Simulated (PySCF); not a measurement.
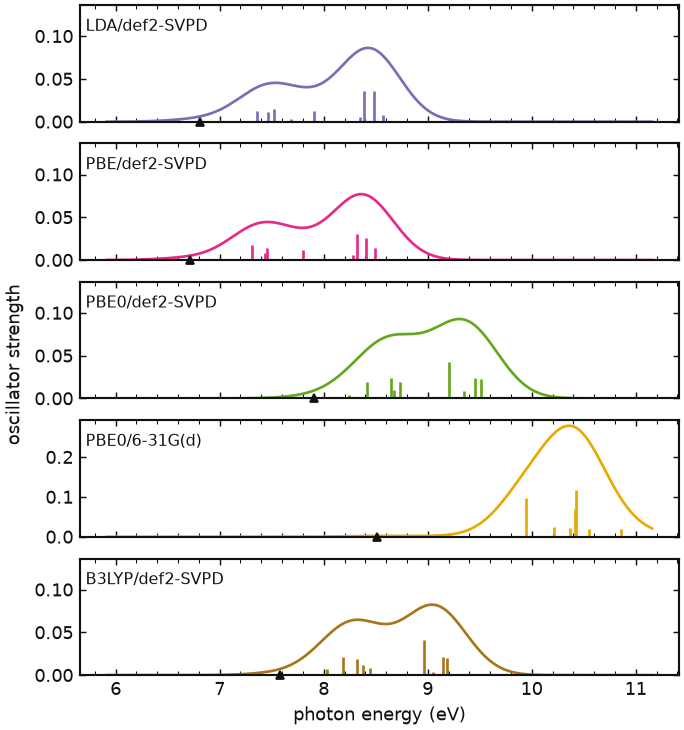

Vertical TDDFT spectra of C₄H₆F₂O, SMILES C[C@]1(C(F)F)CO1 at one geometry and several levels (PySCF 2.14.0, at a PBE0-D3(BJ)/def2-SVP geometry (no frequency check)); sticks with Gaussians of 1/e half-width 0.40 eV, the triangle marks S1, which has the same leading orbital pair at all these levels. Only the lowest states were computed, so the high end is incomplete.

How far does S1 move with the level of theory?

Answer. From lowest to highest: PBE/def2-SVPD 6.72 eV, LDA/def2-SVPD 6.81 eV, B3LYP/def2-SVPD 7.58 eV, PBE0/def2-SVPD 7.90 eV, PBE0/6-31G(d) 8.51 eV; a spread of 1.79 eV.

Caveats, for all or some of the runs: 6-31G(d) has no diffuse functions, so states with Rydberg character are missing or too high; core orbitals are frozen in the response; one conformer of a flexible molecule; states above the negative HOMO energy depend on the basis.
